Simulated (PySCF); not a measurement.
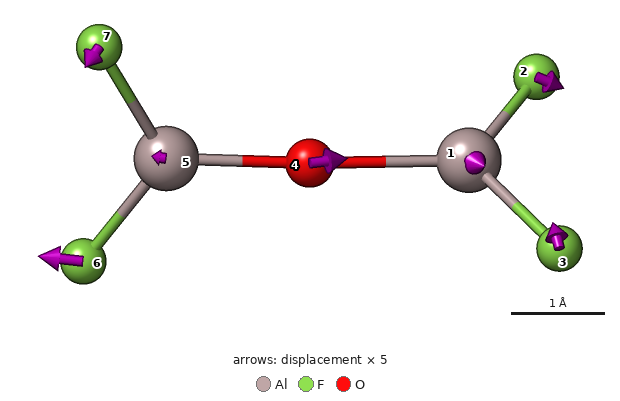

A relaxation of Al$_{2}$OF$_{4}$. The starting structure is drawn; purple arrows show the displacements, magnified 5 times. The two geometries are superimposed by the best rigid fit.

Style: ball-and-stick. Shown at a tilt.

The start comes from GFN2-xTB. Its atoms were then displaced at random by about 0.03 Å.

Theory: PySCF 2.14.0, density-fitted response routines, PBE0-D3(BJ)/def2-SVP geometry optimisation, gas phase. 

What did the optimiser do to the structure, and how much energy did it gain?

Answer. After 9 geometry steps the energy has fallen by 0.643 eV. The largest move after the best rigid fit is that of F6, 0.10 Å. Largest moves by element: F 0.10 Å, O 0.09 Å, Al 0.07 Å. Near-neighbour distances that change, for instance: Al1–F3 1.769 → 1.648 Å, O4–Al5 1.555 → 1.674 Å, Al1–F2 1.587 → 1.648 Å, Al1–O4 1.731 → 1.674 Å. Among the angles between lasting bonds that change: F3–Al1–O4 117.4° → 120.8°, F2–Al1–O4 123.4° → 120.8°, F6–Al5–F7 120.6° → 118.1°.
